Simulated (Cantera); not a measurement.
Charge: 1 mol CCl4, 1.5 mol H2, at 0.128 Torr.

Equilibrium computed with Cantera from the NASA thermochemical tables; the gas is ideal and each condensed phase is pure. Candidate condensed phases: C, C6H6, C7H8, C8H18; 91 gas species. Kinetics and transport are ignored.

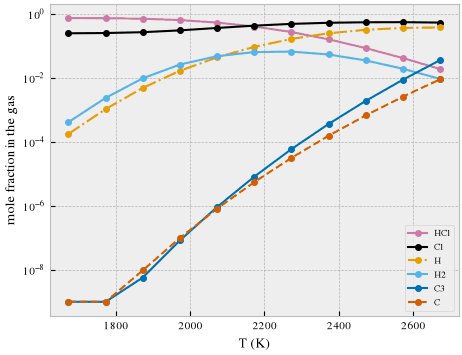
Figure. Equilibrium gas composition (values under 1e-9 drawn at 1e-9)

**Question.** Read off the mole fractions at 2473 K.

**Answer.** Cl about 0.55, H about 0.32, HCl about 0.086, H2 about 0.035, C3 about 0.0019, C about 0.00067.
